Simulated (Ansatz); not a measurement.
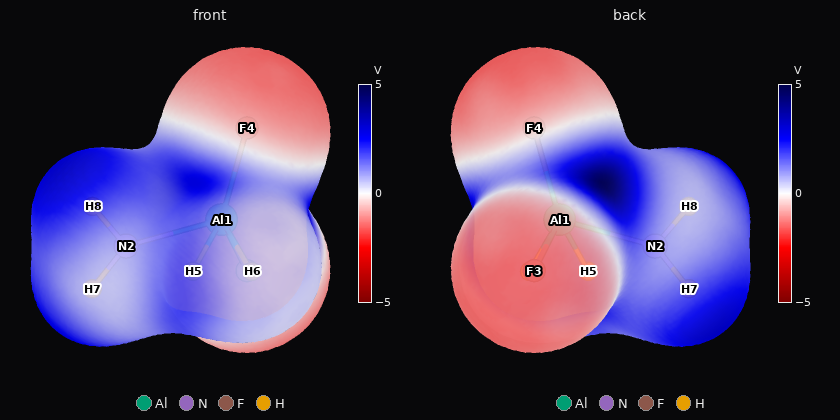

The picture shows: AlF2H4N. The molecular electrostatic potential painted on the density surface at 0.004 e/bohr³, seen from the front and from behind; red is negative and blue positive.

A transition-state structure; geometry: PBE0-D4/def2-TZVP.

These are results of RKS PBE0-D4/def2-TZVPP in Ansatz, not measurements.

| atom | x (Å) | y (Å) | z (Å) |
| --- | --- | --- | --- |
| Al | -0.1396 | -0.8674 | 0.0760 |
| N | 0.5752 | 0.8160 | -0.2546 |
| F | -0.6333 | -1.6965 | -1.2554 |
| F | 0.4645 | -1.6392 | 1.3962 |
| H | -0.7324 | 0.7885 | 0.2847 |
| H | -1.4756 | 0.1862 | 0.6038 |
| H | 0.6561 | 1.1895 | -1.1910 |
| H | 1.2850 | 1.2230 | 0.3403 |

> Which sites attract a positive test charge, and which a negative one?

A positive charge is drawn to the negative regions and a negative charge to the positive ones. The most negative region (about −1.5 V) lies over F3 and F4, the most positive (about +4.1 V) over Al1.
